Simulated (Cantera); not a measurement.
Input: 1 mol SiCl₄, a varied amount of H₂, held at 1600 K and 2200 Pa.

These are equilibrium values from Cantera (NASA tables, ideal gas, pure condensed phases), not measurements of a reactor. Candidate condensed phases: Si; 19 gas species. The tables' values for SiCl₃, SiCl are old estimates; treat these amounts as uncertain. Rates play no part.

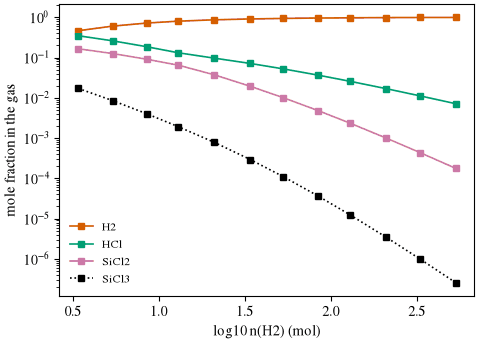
Figure: Equilibrium gas composition (values under 1e-9 drawn at 1e-9)

From 3.4 mol H₂ to 13 mol H₂ nothing is condensed. From 21 mol H₂ to 530 mol H₂ the condensed part is Si(s). The main Si-bearing gas is SiCl₂ throughout.
